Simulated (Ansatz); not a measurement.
# Ta3SiC2: one candidate of a structure search

Where does this trial cell of Ta3SiC2 go when cell and atoms are let free?

Program: Ansatz 0.2.0. Level of theory: DFT PBE, scalar-relativistic, plane waves, PAW. These are calculated values, not measurements.

### Step 1. The structure to begin with

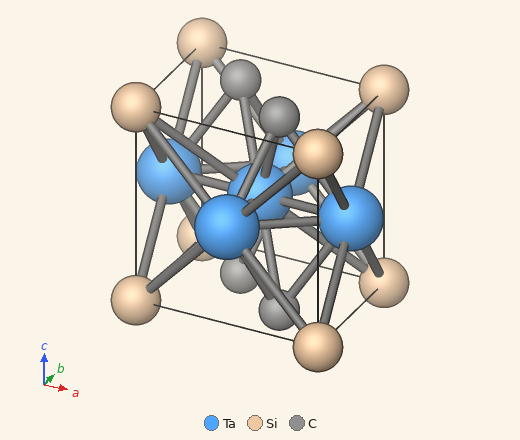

Start, viewed slightly off an axis; tantalum blue, silicon light orange, carbon grey. Atoms on the faces are drawn again on the opposite ones.

Coordinates:

```cif
data_structure
_symmetry_space_group_name_H-M 'P 1'
_symmetry_Int_Tables_number 1
_cell_length_a 5.1583
_cell_length_b 5.1583
_cell_length_c 4.0120
_cell_angle_alpha 90.000
_cell_angle_beta 90.000
_cell_angle_gamma 120.000
_cell_volume 92.45
loop_
_atom_site_label
_atom_site_type_symbol
_atom_site_fract_x
_atom_site_fract_y
_atom_site_fract_z
_atom_site_occupancy
Ta1 Ta 0.50000 0.00000 0.50000 1
Ta2 Ta 0.50000 0.50000 0.50000 1
Ta3 Ta 0.00000 0.50000 0.50000 1
Si1 Si 0.00000 0.00000 0.00000 1
C1 C 0.33333 0.66667 0.00000 1
C2 C 0.66667 0.33333 0.00000 1
```

Recipe of the guess: species swapped into a database cell of GdAl3Pd2 (P6/mmm, No. 191), with Si on the Gd sites, Ta on the Al sites and C on the Pd sites. Lengths come from tabulated atomic sizes and are only a guess.

### Step 2. The guess as it stands, on a coarse mesh

input.yaml

```yaml
crystal:
  lattice:
    - [5.15830676, 0.0, 0.0]
    - [-2.57915338, 4.4672247, 0.0]
    - [0.0, 0.0, 4.01202705]
  atoms:
    - { symbol: Ta, position: [0.5, 0.0, 0.5] }
    - { symbol: Ta, position: [0.5, 0.5, 0.5] }
    - { symbol: Ta, position: [0.0, 0.5, 0.5] }
    - { symbol: Si, position: [0.0, 0.0, 0.0] }
    - { symbol: C, position: [0.33333333, 0.66666667, 0.0] }
    - { symbol: C, position: [0.66666667, 0.33333333, 0.0] }
basis:
  ecutwfc: 420
kpoints:
  mp_grid: { grid: [6, 6, 4] }
hamiltonian:
  xc: pbe
scf:
  occupations: { method: gaussian, width: 0.1 }
  lower_state_search: "off"
output:
  forces: true
  stress: true
  eigenvalues: true
```

Started as:

```bash
$ ansatz run input.yaml --threads 1 --pin off --max-ram 2560MiB --backend cpu --events-out ev --progress --plain --runs-dir out
```

Log, shortened:

```text
[...]
SCF converged after 7 iterations
Free energy (F): -30927.578088 eV
[...]
E sigma→0 (E₀):  -30927.567519 eV
Entropy (-TS):   -0.021138 eV (-3.523 meV/atom)
Fermi energy:    14.046265 eV
[...]
--- Forces (eV/Å), atoms counted from 1 ---
  atom   1  Ta     0.00000000     0.00000000     0.00000000
  atom   2  Ta     0.00000000    -0.00000000     0.00000000
  atom   3  Ta    -0.00000000    -0.00000000     0.00000000
  atom   4  Si     0.00000000     0.00000000     0.00000000
  atom   5  C     -0.00000000    -0.00000000     0.00000000
  atom   6  C     -0.00000000     0.00000000     0.00000000
[...]
--- Stress (GPa, compression-positive) ---
       12.794033       0.000000       0.000000
       -0.000000      12.794033       0.000000
        0.000000       0.000000     -53.615151
  P = ⅓ Tr σ = -9.3424 GPa (-93.424 kbar)
--- Band table (eV; the first three rows and the last of 21) ---
[...]
```

Run time: 2.8 s. Hardware: 1 thread of Arm Neoverse V2, shared host; peak memory 0.35 GiB.

From the probe: pressure -9.3 GPa, largest force 0.00 eV/Å, gap on this mesh none (metal). A guess like this is first relaxed loosely on the coarse mesh.

### Step 3. Rough relaxation on the coarse mesh

Edit input.yaml of step 2 so:

```diff
@@ -25 +25,6 @@
   eigenvalues: true
+relax:
+  adjacent_minimum: "off"
+  f_tol: 0.04
+  max_steps: 70
+  cell: { stress_tol: 0.4 }
```

Started as:

```bash
$ ansatz run input.yaml --threads 1 --pin off --max-ram 2560MiB --backend cpu --events-out ev --progress --plain --runs-dir out
```

Log:

```text
Warning: RAYON_NUM_THREADS=1 ignored (pool sized by the plan → 1); use --threads N
Engine: ansatz 0.2.0, aarch64-unknown-linux-gnu
Pseudopotentials: kind: paw
Pseudopotential: Ta, paw, valence charge 13, recommended cutoff 420 eV (normal), Ta.paw.azcp
Pseudopotential: Si, paw, valence charge 4, recommended cutoff 420 eV (normal), Si.paw.azcp
Pseudopotential: C, paw, valence charge 4, recommended cutoff 420 eV (normal), C.paw.azcp
Functional definition: PBE
  parameter kappa = 0.804
  parameter beta = 0.06672455060314922
  exchange = pbe_x(kappa = kappa, mu = beta*pi^2/3)
  correlation = pbe_c(beta = beta)
Crystal: 6 atoms, lattice volume = 92.450 Å³
Basis set: ecut = 420 eV, 1783 PW (Γ), exchange–correlation on 72×72×54 points (8 copies of the dense FFT grid, shifted against one another)
Bands: 32, of which v1, the nominal top of the filled ones, is band 26 counted from 1 (25 counted from 0)
Symmetry: 24 space group operations
Space group: P6/mmm (ITA 191), of the structure as read, at distance tolerance 4.5e-5 Å
k-points: 21 of 144
Non-local potential: Ta, projectors of the file, l = 0: 3, l = 1: 2, l = 2: 2, l = 3: 1
Non-local potential: Si, projectors of the file, l = 0: 2, l = 1: 2, l = 2: 2
Non-local potential: C, projectors of the file, l = 0: 2, l = 1: 2, l = 2: 1
PAW form: soft (Blöchl's): semilocal exchange-correlation on the pseudo side does not see the compensation charge
PAW one-centre angular grid: Ta, 590 points (default); XC on 64 Gauss nodes
PAW one-centre angular grid: Si, 110 points (default); XC on 64 Gauss nodes
PAW one-centre angular grid: C, 110 points (default); XC on 64 Gauss nodes
Initial density: superposition of atomic densities (neutral atoms: chi_scale 0, normalization atom), corrected by the library's trained network
Initial wavefunctions: pseudopotential atomic-orbital guess
Functional: x = pbe(κ = 0.804, μ = 0.2195149727645171), c = pbe(β = 0.06672455060314922)
SCF iter   1: F=—  HF=-30927.583395 eV  |F-HF|=—  |Δ(HF+E_count)|=         —  Δρ=5.81e-3  dr2=3.48e-2  ethr=1.77e-3  ⟨swp⟩=5.4  Hψ=2814  notcnv=0
preconditioner: auto → Kerker (q_TF=auto, 2.471 Å⁻¹)  [metal: Δε(μ)=0.036 eV  Ē_g=6.059 eV  σ=0.100 eV  W_gap=0.20  n_scr=26 (ndim 8)  ℏωp=20.1 eV  f_vac=0.000  D(μ)=4.30/eV (n_scr^D=44)]
SCF iter   2: F=—  HF=-30927.579366 eV  |F-HF|=—  |Δ(HF+E_count)|=   4.03e-3  Δρ=2.99e-3  dr2=8.12e-3  ethr=6.83e-5  ⟨swp⟩=1.5  Hψ=859  notcnv=0  defer=1
SCF iter   3: F=—  HF=-30927.578517 eV  |F-HF|=—  |Δ(HF+E_count)|=   8.49e-4  Δρ=1.28e-3  dr2=2.46e-3  ethr=1.59e-5  ⟨swp⟩=2.3  Hψ=902  notcnv=0  defer=1
SCF iter   4: F=—  HF=-30927.578115 eV  |F-HF|=—  |Δ(HF+E_count)|=   4.02e-4  Δρ=3.13e-4  dr2=1.36e-4  ethr=4.82e-6  ⟨swp⟩=2.0  Hψ=871  notcnv=0  defer=1
SCF iter   5: F=—  HF=-30927.578099 eV  |F-HF|=—  |Δ(HF+E_count)|=   1.60e-5  Δρ=5.46e-5  dr2=4.16e-6  ethr=2.66e-7  ⟨swp⟩=2.0  Hψ=883  notcnv=0  defer=1
SCF iter   6: F=—  HF=-30927.578088 eV  |F-HF|=—  |Δ(HF+E_count)|=   1.05e-5  Δρ=1.26e-5  dr2=1.19e-7  ethr=8.16e-9  ⟨swp⟩=2.0  Hψ=895  notcnv=0  defer=1
SCF iter   7: F=-30927.578088 eV  HF=-30927.578088 eV  |F-HF|=1.64e-9  |Δ(HF+E_count)|=   3.21e-8  Δρ=2.33e-6  dr2=3.82e-9  ethr=1.96e-10  ⟨swp⟩=8.6  Hψ=2654  notcnv=0
SCF 1 converged in 7 iterations: F = -30927.578088 eV  dr2 = 3.82e-9
relax step   1: F+E_penalty+E_count = -30927.57808825 eV  Δ(F+E_penalty+E_count) = +0.000e0 eV  max|allowed force component| = 3.701e-17 eV/Å  Δτ_max = 0.0000 Å  P = -9.342 GPa  Ω = 92.450 Å³  (7 SCF iters, dr2 threshold 1.00e-7 eV, accepted)
Crystal: 6 atoms, lattice volume = 90.117 Å³
Basis set: ecut = 420 eV, 1759 PW (Γ), exchange–correlation on 72×72×54 points (8 copies of the dense FFT grid, shifted against one another)
Initial density: handed on by an earlier stage of this run
Initial wavefunctions: those handed on with the density
iter 1 solved again at ethr=4.61e-4 eV; its pass at ethr=3.10e-3 eV (dr2=2.35e-1 eV) is discarded
SCF iter   1: F=—  HF=-30929.203775 eV  |F-HF|=—  |Δ(HF+E_count)|=         —  Δρ=1.21e-2  dr2=2.35e-1  ethr=4.61e-4  ⟨swp⟩=1.0  Hψ=4071  notcnv=0
preconditioner: auto → Kerker (q_TF=auto, 2.481 Å⁻¹)  [metal: Δε(μ)=0.086 eV  Ē_g=6.277 eV  σ=0.100 eV  W_gap=0.39  n_scr=26 (ndim 8)  ℏωp=20.3 eV  f_vac=0.000  D(μ)=4.69/eV (n_scr^D=44)]
SCF iter   2: F=—  HF=-30929.162500 eV  |F-HF|=—  |Δ(HF+E_count)|=   4.13e-2  Δρ=3.57e-3  dr2=8.91e-3  ethr=4.61e-4  ⟨swp⟩=2.2  Hψ=1036  notcnv=0
SCF iter   3: F=—  HF=-30929.161108 eV  |F-HF|=—  |Δ(HF+E_count)|=   1.39e-3  Δρ=1.93e-3  dr2=2.37e-3  ethr=1.75e-5  ⟨swp⟩=1.2  Hψ=679  notcnv=0
SCF iter   4: F=—  HF=-30929.160679 eV  |F-HF|=—  |Δ(HF+E_count)|=   4.28e-4  Δρ=1.55e-4  dr2=1.14e-5  ethr=4.66e-6  ⟨swp⟩=2.4  Hψ=1031  notcnv=0
SCF iter   5: F=—  HF=-30929.160665 eV  |F-HF|=—  |Δ(HF+E_count)|=   1.43e-5  Δρ=2.12e-5  dr2=4.85e-7  ethr=1.18e-9  ⟨swp⟩=7.9  Hψ=3348  notcnv=0
SCF iter   6: F=-30929.160665 eV  HF=-30929.160665 eV  |F-HF|=4.84e-10  |Δ(HF+E_count)|=   1.02e-8  Δρ=4.17e-6  dr2=1.55e-8  ethr=9.51e-10  ⟨swp⟩=2.8  Hψ=2268  notcnv=0
SCF 2 converged in 6 iterations: F = -30929.160665 eV  dr2 = 1.55e-8
relax step   2: F+E_penalty+E_count = -30929.16066473 eV  Δ(F+E_penalty+E_count) = -1.583e0 eV  max|allowed force component| = 1.311e-17 eV/Å  Δτ_max = 0.0000 Å  P = -8.266 GPa  Ω = 90.117 Å³  energy of the carried Pulay correction = +1.892e-3 eV  (6 SCF iters, dr2 threshold 6.00e-7 eV, accepted)
Crystal: 6 atoms, lattice volume = 87.131 Å³
Basis set: ecut = 420 eV, 1675 PW (Γ), exchange–correlation on 72×72×54 points (8 copies of the dense FFT grid, shifted against one another)
iter 1 solved again at ethr=4.26e-4 eV; its pass at ethr=3.10e-3 eV (dr2=2.17e-1 eV) is discarded
SCF iter   1: F=—  HF=-30930.479642 eV  |F-HF|=—  |Δ(HF+E_count)|=         —  Δρ=1.26e-2  dr2=2.19e-1  ethr=4.26e-4  ⟨swp⟩=1.0  Hψ=4005  notcnv=0
preconditioner: auto → Kerker (q_TF=auto, 2.495 Å⁻¹)  [metal: Δε(μ)=0.044 eV  Ē_g=6.446 eV  σ=0.100 eV  W_gap=0.24  n_scr=26 (ndim 8)  ℏωp=20.7 eV  f_vac=0.000  D(μ)=4.93/eV (n_scr^D=44)]
SCF iter   2: F=—  HF=-30930.440335 eV  |F-HF|=—  |Δ(HF+E_count)|=   3.93e-2  Δρ=3.35e-3  dr2=6.02e-3  ethr=4.26e-4  ⟨swp⟩=2.2  Hψ=1040  notcnv=0
SCF iter   3: F=—  HF=-30930.440185 eV  |F-HF|=—  |Δ(HF+E_count)|=   1.50e-4  Δρ=1.85e-3  dr2=1.52e-3  ethr=1.18e-5  ⟨swp⟩=1.0  Hψ=673  notcnv=0
SCF iter   4: F=—  HF=-30930.440288 eV  |F-HF|=—  |Δ(HF+E_count)|=   1.03e-4  Δρ=1.45e-4  dr2=1.34e-5  ethr=2.99e-6  ⟨swp⟩=2.6  Hψ=1160  notcnv=0
SCF iter   5: F=—  HF=-30930.440273 eV  |F-HF|=—  |Δ(HF+E_count)|=   1.49e-5  Δρ=3.32e-5  dr2=1.04e-6  ethr=1.18e-9  ⟨swp⟩=7.3  Hψ=3232  notcnv=0
SCF iter   6: F=-30930.440272 eV  HF=-30930.440272 eV  |F-HF|=7.12e-8  |Δ(HF+E_count)|=   2.49e-7  Δρ=8.72e-6  dr2=1.40e-7  ethr=1.18e-9  ⟨swp⟩=4.2  Hψ=2163  notcnv=0
the search or the solves at the SCF's close seem to have found levels that the self-consistency loop had missed (the run counts 1). By its estimate they hold under 1e-12 electrons; where the run keeps them, the occupations were computed again with them
SCF 3 converged in 6 iterations: F = -30930.440272 eV  dr2 = 1.40e-7
relax step   3: F+E_penalty+E_count = -30930.44027235 eV  Δ(F+E_penalty+E_count) = -1.280e0 eV  max|allowed force component| = 6.264e-18 eV/Å  Δτ_max = 0.0000 Å  P = -4.031 GPa  Ω = 87.131 Å³  energy of the carried Pulay correction = +4.493e-3 eV  (6 SCF iters, dr2 threshold 6.00e-7 eV, accepted)
[... from here on, the SCF cycles and remarks between the steps are left out ...]
relax step   4: F+E_penalty+E_count = -30931.84465413 eV  Δ(F+E_penalty+E_count) = -1.404e0 eV  max|allowed force component| = 1.850e-17 eV/Å  Δτ_max = 0.0000 Å  P = -7.876 GPa  Ω = 88.410 Å³  energy of the carried Pulay correction = +2.905e-3 eV  (6 SCF iters, dr2 threshold 6.00e-7 eV, accepted)
relax step   5: F+E_penalty+E_count = -30932.78219432 eV  Δ(F+E_penalty+E_count) = -9.375e-1 eV  max|allowed force component| = 7.710e-17 eV/Å  Δτ_max = 0.0000 Å  P = +0.747 GPa  Ω = 84.640 Å³  energy of the carried Pulay correction = +6.359e-3 eV  (6 SCF iters, dr2 threshold 6.00e-7 eV, accepted)
relax step   6: F+E_penalty+E_count = -30933.44172410 eV  Δ(F+E_penalty+E_count) = -6.595e-1 eV  max|allowed force component| = 6.476e-17 eV/Å  Δτ_max = 0.0000 Å  P = +2.171 GPa  Ω = 84.397 Å³  energy of the carried Pulay correction = +6.275e-3 eV  (6 SCF iters, dr2 threshold 6.00e-7 eV, accepted)
relax step   7: F+E_penalty+E_count = -30933.44679989 eV  Δ(F+E_penalty+E_count) = -5.076e-3 eV  max|allowed force component| = 6.245e-17 eV/Å  Δτ_max = 0.0000 Å  P = -0.207 GPa  Ω = 85.320 Å³  energy of the carried Pulay correction = +5.341e-3 eV  (5 SCF iters, dr2 threshold 6.00e-7 eV, accepted)
relax step   8: F+E_penalty+E_count = -30933.44695388 eV  Δ(F+E_penalty+E_count) = -1.540e-4 eV  max|allowed force component| = 7.401e-17 eV/Å  Δτ_max = 0.0000 Å  P = +0.007 GPa  Ω = 85.243 Å³  energy of the carried Pulay correction = +5.415e-3 eV  (4 SCF iters, dr2 threshold 4.02e-7 eV, accepted)
relax step   9: F+E_penalty+E_count = -30933.47423554 eV  Δ(F+E_penalty+E_count) = -2.728e-2 eV  max|allowed force component| = 7.247e-17 eV/Å  Δτ_max = 0.0000 Å  P = +0.294 GPa  Ω = 85.243 Å³  stress off target by 4.63e-1 GPa  SCF on the basis re-selected at this cell (its energy is not comparable with the rows above)  (5 SCF iters)
relax step  10: F+E_penalty+E_count = -30933.47433943 eV  Δ(F+E_penalty+E_count) = -1.039e-4 eV  max|allowed force component| = 3.469e-17 eV/Å  Δτ_max = 0.0000 Å  P = -0.011 GPa  Ω = 85.376 Å³  energy of the carried Pulay correction = -1.353e-4 eV  (4 SCF iters, dr2 threshold 5.36e-7 eV, accepted)
iter 1 solved again at ethr=1.25e-8 eV; its pass at ethr=3.10e-3 eV (dr2=6.40e-6 eV) is discarded
SCF iter   1: F=—  HF=-30933.474584 eV  |F-HF|=—  |Δ(HF+E_count)|=         —  Δρ=3.60e-5  dr2=1.30e-7  ethr=1.25e-8  ⟨swp⟩=4.1  Hψ=5126  notcnv=0
preconditioner: auto → Kerker (q_TF=auto, 2.504 Å⁻¹)  [metal: Δε(μ)=0.053 eV  Ē_g=6.531 eV  σ=0.100 eV  W_gap=0.29  n_scr=26 (ndim 8)  ℏωp=20.9 eV  f_vac=0.000  D(μ)=4.08/eV (n_scr^D=32)]
SCF iter   2: F=—  HF=-30933.474567 eV  |F-HF|=—  |Δ(HF+E_count)|=   1.69e-5  Δρ=1.86e-5  dr2=5.02e-8  ethr=2.55e-10  ⟨swp⟩=2.0  Hψ=803  notcnv=0
SCF iter   3: F=—  HF=-30933.474568 eV  |F-HF|=—  |Δ(HF+E_count)|=   6.90e-7  Δρ=2.02e-6  dr2=4.11e-9  ethr=9.84e-11  ⟨swp⟩=2.0  Hψ=849  notcnv=0
SCF iter   4: F=-30933.474568 eV  HF=-30933.474568 eV  |F-HF|=3.49e-9  |Δ(HF+E_count)|=   4.10e-9  Δρ=1.33e-6  dr2=3.11e-10  ethr=7.53e-12  ⟨swp⟩=4.9  Hψ=2367  notcnv=0
SCF 11 converged in 4 iterations: F = -30933.474568 eV  dr2 = 3.11e-10
relax step  11: F+E_penalty+E_count = -30933.47456758 eV  Δ(F+E_penalty+E_count) = -2.281e-4 eV  max|allowed force component| = 4.472e-17 eV/Å  Δτ_max = 0.0000 Å  P = -0.009 GPa  Ω = 85.376 Å³  stress off target by 1.60e-2 GPa  SCF on the basis re-selected at this cell (its energy is not comparable with the rows above)  (4 SCF iters)
basis re-selected at this cell: Δ(F+E_penalty+E_count) = -2.281e-4 eV, ΔP = +0.002 GPa vs the last step (what re-selecting the basis moved, of the pressure what is left beyond the Pulay correction that the steps carried, after the strain that the cell walked since its last selection, with what the two solves' SCF thresholds leave and, on support functions, any second-order correction that the steps lacked; it is no measure of the basis error at this ecutwfc). This SCF's stress stands 1.60e-2 GPa from its target on what of the cell is left free (relax.cell.stress_tol is 4.00e-1 GPa) and its largest allowed force component is 4.47e-17 eV/Å (relax.f_tol is 4.00e-2 eV/Å): within both
SCF converged after 4 iterations
Free energy (F): -30933.474568 eV
Harris-Foulkes:  -30933.474568 eV  (|F-HF|=3.49e-9)
Internal energy: -30933.454155 eV  (E = F + TS)
E sigma→0 (E₀):  -30933.464361 eV
Entropy (-TS):   -0.020412 eV (-3.402 meV/atom)
Fermi energy:    15.695370 eV
--- Per-component energies (eV) ---
  E_band       = -361.755694
  E_kinetic    = 1315.372904
  E_local      = -2665.939638  (includes V_loc(G=0)·N_el)
  E_nonlocal   = 122.624919
  E_hartree    = 999.650138
  E_xc         = -807.252931
  E_vxc        = -778.751871  (∫ρ·V_xc dr)
  E_paw        = -25900.373299  (= ΣΔE_a)
  E_vpaw       = -354.363054  (= ΣTr[D̂ρ^β])
  E_aug_tail   = 0.000477  (compensation charges beyond the density's cutoff)
  E_ewald      = -3997.536725
  E_smearing   = -0.020412  (= −TS)
  E_closure    = 0.000000  (closes the sum)
  Σ components = -30933.474568   (vs F -30933.474568, Δ=0.00e0)
--- Forces (eV/Å), atoms counted from 1 ---
  atom   1  Ta     0.00000000     0.00000000    -0.00000000
  atom   2  Ta    -0.00000000    -0.00000000    -0.00000000
  atom   3  Ta     0.00000000     0.00000000     0.00000000
  atom   4  Si     0.00000000    -0.00000000     0.00000000
  atom   5  C      0.00000000     0.00000000    -0.00000000
  atom   6  C      0.00000000    -0.00000000     0.00000000
  max |Σ_I F_I| component: 2.78e-17 eV/Å
--- Stress (GPa, compression-positive) ---
       -0.015967       0.000000      -0.000000
        0.000000      -0.015967      -0.000000
       -0.000000      -0.000000       0.003737
  P = ⅓ Tr σ = -0.0094 GPa (-0.094 kbar)
--- Band table (eV; the first three rows and the last of 21) ---
  k-point 0: bands = ["-52.4303", "-52.3498", "-52.3498", "-19.6277", "-19.2716", "-19.2716", "-18.8144", "-18.7539", "-18.6670", "-18.6670", "-18.4564", "-18.4564", "2.2606", "6.0350", "6.7774", "9.0653", "9.0653", "10.7728", "12.0540", "12.0540", "12.1341", "13.4227", "13.4227", "15.2865", "16.3117", "16.3117", "16.7310", "16.7310", "16.7676", "17.2391", "17.2391", "19.5265"]
  k-point 1: bands = ["-52.4169", "-52.3370", "-52.3370", "-19.5743", "-19.2386", "-19.2386", "-19.1044", "-18.9232", "-18.9232", "-18.7332", "-18.4291", "-18.4291", "3.4840", "4.6894", "7.7190", "10.3647", "10.5947", "10.5947", "10.8404", "10.8404", "12.1701", "14.0908", "14.0908", "14.7065", "15.0181", "15.0181", "16.7200", "17.5777", "17.5777", "17.8120", "17.8120", "18.0260"]
  k-point 2: bands = ["-52.4034", "-52.3241", "-52.3241", "-19.5200", "-19.3807", "-19.2054", "-19.2054", "-19.1692", "-19.1692", "-18.7124", "-18.4015", "-18.4015", "3.7367", "5.7797", "7.4589", "9.8573", "9.8573", "10.3399", "10.6960", "13.1601", "13.3855", "13.3855", "13.4823", "13.4823", "14.4698", "14.4698", "16.9633", "18.3527", "18.3527", "18.6248", "18.6308", "18.6308"]
  k-point 20: bands = ["-52.3639", "-52.3639", "-52.3241", "-19.2762", "-19.2762", "-19.1696", "-19.1166", "-19.1166", "-19.1081", "-18.8265", "-18.8265", "-18.5118", "4.6836", "4.6836", "8.6105", "9.8008", "9.8008", "11.3304", "11.3304", "11.5215", "11.8116", "13.7399", "14.2723", "14.2723", "14.6006", "15.9773", "15.9773", "17.2502", "17.2502", "17.5066", "17.5507", "17.5507"]
--- Relaxed structure (9 steps of the walk, 9 accepted, 2 SCFs on fresh bases) ---
  F+E_penalty+E_count = -30933.47456758 eV   max|allowed force component| = 4.472e-17 eV/Å   (the final SCF, on the basis selected at the relaxed cell)
  cell:  # Å, volume = 85.3761 Å³
    - [5.709917813506476, -1.3182444855495559e-33, 0.0]
    - [-2.854958906753238, 4.944933880017904, 0.0]
    - [0.0, 0.0, 3.023750035428355]
  atoms:
    - { symbol: Ta, position: [0.49999999999999994, 1.5343840156988388e-36, 0.5] }
    - { symbol: Ta, position: [0.49999999999999994, 0.49999999999999994, 0.5] }
    - { symbol: Ta, position: [0.0, 0.49999999999999994, 0.5] }
    - { symbol: Si, position: [-1.3778392466133066e-35, -5.98784006126374e-36, 0.0] }
    - { symbol: C, position: [0.3333333333333333, 0.6666666666666666, 0.0] }
    - { symbol: C, position: [0.6666666666666666, 0.3333333333333333, 0.0] }
```

Run time: 34 s. Hardware: 1 thread of Arm Neoverse V2, shared host; peak memory 0.37 GiB.

Step by step:

```csv
step,energy from step 1 (eV/cell),largest force component (eV/Å),pressure (GPa),volume (Å³)
1,0.0000,0.0000,-9.34,92.45
2,-1.5826,0.0000,-8.27,90.12
3,-2.8622,0.0000,-4.03,87.13
4,-4.2666,0.0000,-7.88,88.41
5,-5.2041,0.0000,0.75,84.64
6,-5.8636,0.0000,2.17,84.40
7,-5.8687,0.0000,-0.21,85.32
8,-5.8689,0.0000,0.01,85.24
9,-5.8961,0.0000,0.29,85.24
10,-5.8963,0.0000,-0.01,85.38
11,-5.8965,0.0000,-0.01,85.38
```

Step 1 is the start. Steps 9, 11 each repeat the geometry before them on a plane-wave basis chosen anew, so the energy can jump there without any move.

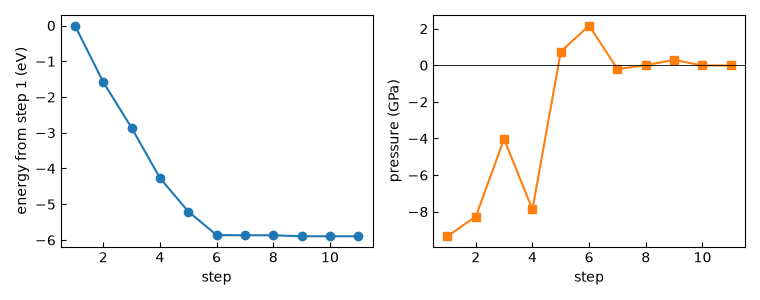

Energy and pressure along the relaxation.

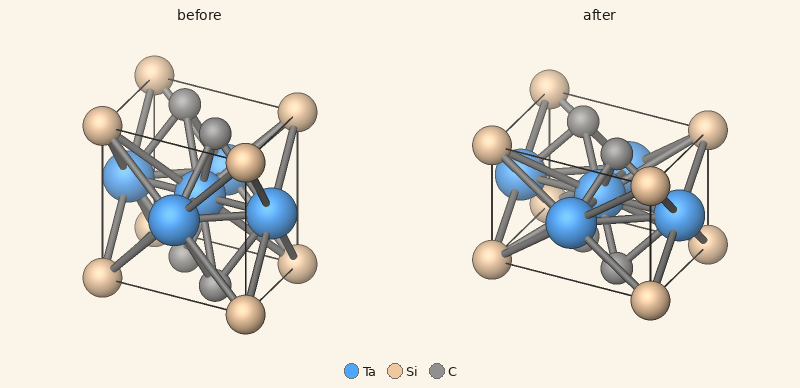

Before and after, at one scale.

|  | before | after | change |
| --- | --- | --- | --- |
| a (Å) | 5.158 | 5.710 | +10.7 % |
| b (Å) | 5.158 | 5.710 | +10.7 % |
| c (Å) | 4.012 | 3.024 | -24.6 % |
| volume (Å³/atom) | 15.41 | 14.23 | -7.7 % |
| shortest distance (Å) | 2.498 | 2.237 | -10.5 % |
| space group (0.01 Å) | P6/mmm | P6/mmm | same |

Forces and stress were held to the start's 24 operations: a distortion of lower symmetry was not tested.

(Part 1 of 2 ends here.)
